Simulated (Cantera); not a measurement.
A closed system holds: 1 mol CH3Cl, at 28.5 Torr.

These are equilibrium values from Cantera (NASA tables, ideal gas, pure condensed phases), not measurements of a reactor. Candidate condensed phases: C, C6H6, C7H8, C8H18; 91 gas species. Equilibrium is a limit: real reactors are often held back by kinetics, nucleation or transport.

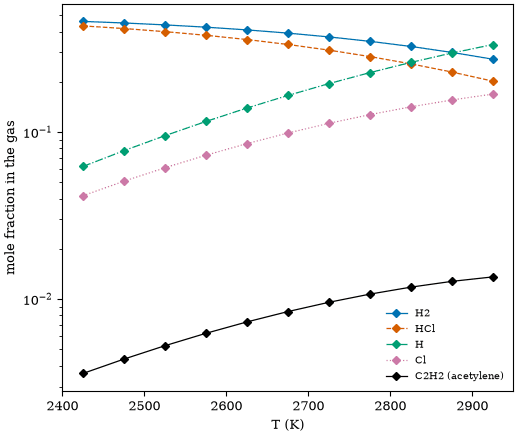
Figure: Equilibrium gas composition (values under 1e-9 drawn at 1e-9)

Q: Read off the mole fractions at 2575 K.

A: H2 about 0.42, HCl about 0.38, H about 0.12, Cl about 0.073, C2H2 (acetylene) about 0.0062.
